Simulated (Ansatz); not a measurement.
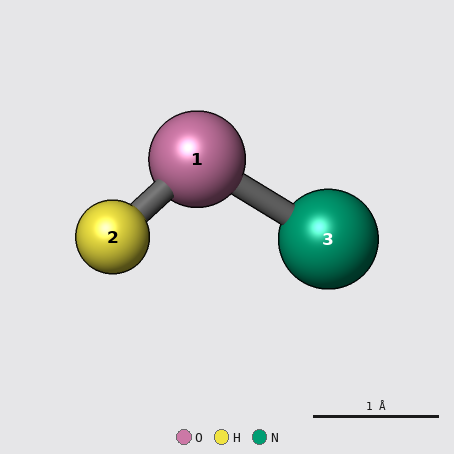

Figure made from data computed with Ansatz.

Numbered structure. Geometry: a fixed input geometry, not necessarily a minimum.

Which atoms are bonded, and how long are the bonds?

```csv
bond,length (Å)
O1–H2,0.990
O1–N3,1.270
```
